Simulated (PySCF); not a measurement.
Si(H)(Me)(NH2)(NMe2), C₃H₁₂N₂Si, SMILES CN(C)[SiH](C)N at its GFN2-xTB optimised geometry (Å):

```
18

Si    -0.0041     0.1183     0.0000
C     -0.8371    -0.7173    -1.4914
N      1.7271     0.1183     0.0000
N     -0.4190    -0.7741     1.4134
C     -1.7361    -1.3205     1.6179
C      0.2471    -0.5004     2.6623
H     -0.3480     1.5533     0.0000
H     -0.3919    -0.3552    -2.4130
H     -0.7211    -1.7971    -1.4746
H     -1.8984    -0.4975    -1.5430
H      2.1955    -0.7632     0.1402
H      2.1877     0.6282    -0.7352
H     -2.3886    -0.6219     2.1581
H     -2.1955    -1.5533     0.6625
H     -1.6675    -2.2398     2.2081
H      1.2276    -0.0815     2.4619
H      0.3603    -1.4262     3.2349
H     -0.3200     0.2110     3.2754
```

Level of theory: PBE0/def2-SVP (PySCF). Cells within 0.4 Å of a nucleus heavier than hydrogen are left out (blank, or x).

Map of the HOMO−1 amplitude (bohr^(-3/2)) on the plane z = 0.0 Å; orbital energy -6.96 eV, overall sign arbitrary:

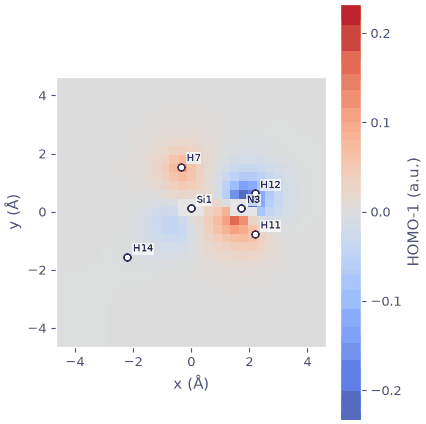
Figure. HOMO−1 amplitude (bohr^(-3/2)) on the plane z = 0.0 Å.
